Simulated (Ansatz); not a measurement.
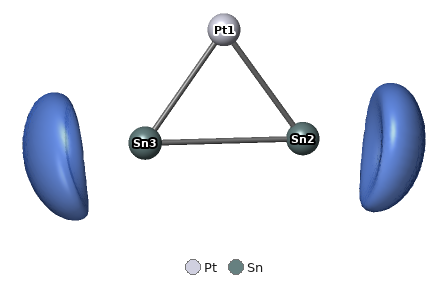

The picture shows: PtSn2. Isosurface of the ELF at 0.85 (blue), seen at an oblique angle. Only the valence region is drawn (cores and ρ < 0.01 e/Å³ removed).

Geometry: r2SCAN-D4/def2-TZVP; core potentials replace the inner electrons of Pt and Sn.

These are results of Ansatz, RKS PBE0-D4/def2-TZVP, not measurements.

```xyz
3

Pt    1.0463   -0.7837    0.4314
Sn   -0.8110   -0.5771   -1.2780
Sn   -0.2353    1.3608    0.8467
```

What do the ELF domains correspond to?

Answer. The surface consists of two lobes on Sn, pointing away from the bonds (lone pairs). Along the contacts the grid gives the following. Sn–Pt (2.53 Å): the ELF is about 0.40 at the midpoint. Sn–Sn (2.93 Å): the ELF reaches about 0.60 near the midpoint.
